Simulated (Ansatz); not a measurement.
# C4H7Al: one species, many methods

Aim: compute C4H7Al with functionals from several rungs and with coupled cluster. The yardstick is the atomisation energy at the CCSD(T) limit.

Method: functionals in def2-TZVPP, the program's frozen cores in correlated methods; program: Ansatz 0.2.0, Gaussian basis.

The runs, in order: LDA (SPW92), PBE-D4, revPBE-D4, BLYP-D4, r2SCAN-D4, B97M-V, PBE0-D4, B3LYP-D4, r2SCANh-D4, r2SCAN0-D4, HSE06-D4, BHLYP-D4, CAM-B3LYP-D4, LC-ωPBE, ωB97X-V, ωB97M-V, B2PLYP, PBE-QIDH; CCSD(T)/def2-SVP; CCSD(T)/def2-TZVPP; MP2/def2-QZVPP; extrapolation to the limit; RPA on PBE.

## 1. The relaxed structure

The geometry comes from an earlier relaxation with PBE0-D4 in a triple-zeta def2 set; it is a stationary point, not always the lowest conformer.

SMILES `C#[C][Al]([CH3])[CH3]`, 12 atoms, charge 0, spin multiplicity 1.

Atoms are counted from 1 here; the program's logs count them from 0.

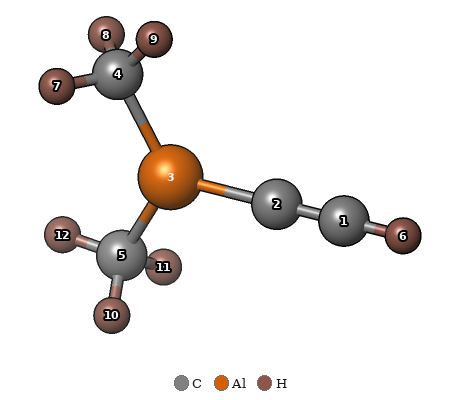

The structure; carbon grey, aluminium orange, hydrogen brown; atoms are numbered from 1 in the order of the file.

## 2. LDA

This LDA is Slater exchange with PW92 correlation.

Contents of in.yaml:

```yaml
crystal:
  periodic: [false, false, false]
  atoms:
    - {symbol: C, position_ang: [-0.511330, 2.973181, 0.516983]}
    - {symbol: C, position_ang: [-0.307982, 1.795970, 0.315601]}
    - {symbol: Al, position_ang: [0.008952, -0.070119, 0.001243]}
    - {symbol: C, position_ang: [-0.814840, -1.376176, 1.187557]}
    - {symbol: C, position_ang: [1.151390, -0.544346, -1.502384]}
    - {symbol: H, position_ang: [-0.690297, 4.009745, 0.693942]}
    - {symbol: H, position_ang: [-0.055502, -2.009492, 1.658967]}
    - {symbol: H, position_ang: [-1.470499, -2.051834, 0.627423]}
    - {symbol: H, position_ang: [-1.407070, -0.913801, 1.979880]}
    - {symbol: H, position_ang: [2.155804, -0.128248, -1.368920]}
    - {symbol: H, position_ang: [0.766045, -0.116693, -2.433800]}
    - {symbol: H, position_ang: [1.252329, -1.623188, -1.642493]}
basis:
  gaussian: {orbitals: def2-TZVPP}
hamiltonian: {xc: lda}
output: {orbitals: {seedname: orbitals}}
```

Launch:

```console
> ansatz run in.yaml --threads 4 --pin off --events-out ev --progress --plain --max-ram 10444MiB
```

Further steps of the session: PBE-D4 (GGA); revPBE-D4 (GGA); BLYP-D4 (GGA); r2SCAN-D4 (meta-GGA); B97M-V (meta-GGA); B3LYP-D4 (hybrid); r2SCANh-D4 (hybrid); r2SCAN0-D4 (hybrid); HSE06-D4 (hybrid); BHLYP-D4 (hybrid); CAM-B3LYP-D4 (range-separated); LC-ωPBE (range-separated); ωB97X-V (range-separated); ωB97M-V (range-separated); B2PLYP (double hybrid); PBE-QIDH (double hybrid); CCSD(T) in def2-SVP; CCSD(T) in def2-TZVPP; MP2 in def2-QZVPP; RPA on PBE orbitals.

**Question.** What will the summary of the whole plan be? Wanted: atomisation energy, CCSD(T)/CBS; farthest beyond LDA; mean size of error, GGA; mean size of error, meta-GGA; mean size of error, hybrid; mean size of error, range-separated; mean size of error, double hybrid; gap, smallest and largest; T1 diagnostic.

**Answer**, as computed:

| quantity | value |
| --- | --- |
| atomisation energy, CCSD(T)/CBS | 49.030 eV |
| functionals within 0.245 eV (0.5 %) | BLYP-D4, r2SCAN-D4, B97M-V, PBE0-D4, B3LYP-D4, r2SCANh-D4, HSE06-D4, CAM-B3LYP-D4, LC-ωPBE, ωB97X-V, ωB97M-V, PBE-QIDH |
| farthest beyond LDA | BHLYP-D4 (-1.208 eV) |
| mean size of error, GGA | 0.429 eV |
| mean size of error, meta-GGA | 0.187 eV |
| mean size of error, hybrid | 0.346 eV |
| mean size of error, range-separated | 0.110 eV |
| mean size of error, double hybrid | 0.247 eV |
| gap, smallest and largest | 4.39 eV (LDA (SPW92)), 11.35 eV (LC-ωPBE) |
| T1 diagnostic | 0.0113 |
| triples share of the correlation energy | 4.3 % |

**Reading.** LDA overbinds by 6.115 eV (12 %). PBE-D4 is off by +0.834 eV. Double hybrids carry the basis error of their MP2 part in triple zeta, and no dispersion term here, so their miss is partly the set-up's. The rungs range-separated, meta-GGA miss on average by less than the doubt on the reference (0.245 eV), so they tie. The reference freezes the cores and leaves out relativity and excitations past (T), so misses under about 0.245 eV can't be ranked. Hartree-Fock recovers 75 % of the binding; the rest is correlation. CCSD(T) in def2-SVP is off by -2.174 eV, which most functionals beat. Orbital gaps span 4.4 to 11.4 eV; exact exchange widens them.
